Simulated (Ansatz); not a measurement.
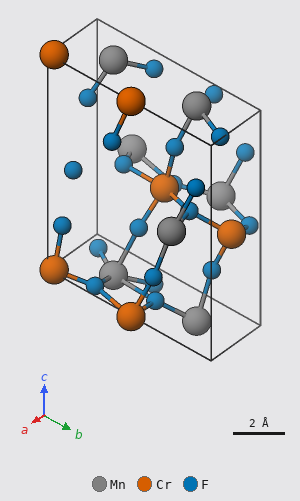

Starting frame of a dynamics run of MnCrF₅ with an F vacancy (27 atoms in the cell). It starts from the last geometry of an earlier run, with fresh velocities. Style: ball-and-stick. Shown: the reduced simulation cell, slightly off an axis. Bonds to atoms that aren't drawn are left out. Lengths and directions refer to the drawn axes.

These are results of Ansatz, DFT LDA, scalar-relativistic, plane waves, PAW, not measurements.

Input file:
```yaml
accuracy: low
crystal:
  lattice:
    - [-8.75772, 0.0, 0.0]
    - [0.0, -6.41682, 0.0]
    - [-3.23641, 0.0, 6.797483]
  atoms:
    - { symbol: Mn, position: [-0.00446196, 0.49372599, 0.25379214], spin: 3.5 }
    - { symbol: Mn, position: [0.00117408, 0.50153776, 0.76001251], spin: 3.5 }
    - { symbol: Cr, position: [0.51639941, 0.43385313, 0.02746673], spin: 1.5 }
    - { symbol: Cr, position: [0.49825752, 0.50919488, 0.47861181], spin: 1.5 }
    - { symbol: F, position: [0.01348343, -0.11125184, 0.24257917] }
    - { symbol: F, position: [-0.03244809, 1.04877311, 0.76231382] }
    - { symbol: F, position: [1.0128776, 0.25620585, 1.07186665] }
    - { symbol: F, position: [-0.00229742, 0.28054702, 0.43575619] }
    - { symbol: F, position: [-0.0285857, 0.67953861, -0.01258666] }
    - { symbol: F, position: [1.03902108, 0.67449355, 0.52183207] }
    - { symbol: F, position: [0.75354445, 0.50651544, 0.87516973] }
    - { symbol: F, position: [0.27233025, 0.4837042, 0.57635024] }
    - { symbol: F, position: [0.28921042, 0.52017939, 0.12306131] }
    - { symbol: F, position: [0.75578887, 0.50214684, 0.33999207] }
    - { symbol: Mn, position: [0.49935246, 1.0020941, 0.25919192], spin: 3.5 }
    - { symbol: Mn, position: [0.49617013, 0.03380326, 0.72857909], spin: 3.5 }
    - { symbol: Cr, position: [0.00386363, -0.03690215, 0.02465931], spin: 1.5 }
    - { symbol: Cr, position: [-0.0046044, -0.00727151, 0.51266204], spin: 1.5 }
    - { symbol: F, position: [0.53379767, 0.63687681, 0.22368643] }
    - { symbol: F, position: [0.45333598, 1.08009862, 1.03892726] }
    - { symbol: F, position: [0.45953672, 0.76740049, 0.62669023] }
    - { symbol: F, position: [0.494119, 0.34448915, -0.2274925] }
    - { symbol: F, position: [0.48912311, 0.18193371, 0.49789994] }
    - { symbol: F, position: [0.22907156, -0.04199678, 0.84807779] }
    - { symbol: F, position: [0.74900933, -0.04202717, 0.63215382] }
    - { symbol: F, position: [0.76626495, 1.00573259, 0.14234917] }
    - { symbol: F, position: [0.23718514, 0.99299866, 0.40803719] }
magnetization:
  spin_polarized: true
basis:
  ecutwfc: 420.0
kpoints:
  mp_grid: { grid: [2, 2, 2] }
hamiltonian:
  xc: lda
scf:
  occupations: { method: fermi_dirac, width: 0.05 }
  lower_state_search: "off"
md:
  timestep: 2
  n_steps: 170
  ensemble: nvt_nose_hoover
  temperature: 1170.0
  initial_velocities: maxwell_boltzmann
  seed: 687844
  nose_hoover: { tau: 200.0, chain_length: 3 }
```

Launched with:
```bash
ansatz run input.yaml --threads 4 --pin off --max-ram 10240MiB --backend cpu --events-out ev --progress --plain --runs-dir out
```

Predict how the run goes.

Over the second half the temperature averages 1076 K (spread ±149 K). The potential energy in the second half lies on average 41.8 meV per atom above the first frame. In the second half of the run the atoms are, in the root-mean-square, this far from where they began (common drift taken out): F 0.60 Å, Cr 0.29 Å, Mn 0.23 Å. Against the typical shortest distance between atoms in the first frame, about 1.9 Å, the F atoms wander away from their sites and keep going, while the Mn and Cr atoms only vibrate.

Along the run (each row but the first and the last is the mean over the interval that it begins):

```
time (fs)  potential energy (meV/atom)  T (K)
      0.0                          0.0   1170
     56.0                         18.3   1039
    112.0                         16.9   1085
    168.0                         43.2    932
    224.0                         36.1   1098
    280.0                         42.4   1199
    336.0                         77.3    993
```

The paths of the atoms:

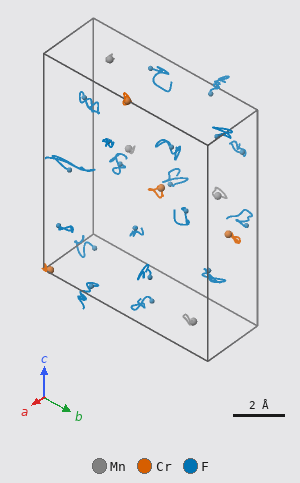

Limits of the set-up: the program's low-accuracy preset was used; the periodic images lie only 6.4 Å apart, so the values are limited by the cell's size.

Cost: 32 min on 4 threads of AMD EPYC 9R14 (Zen 4), with other jobs on the host, peak memory 1.8 GiB.
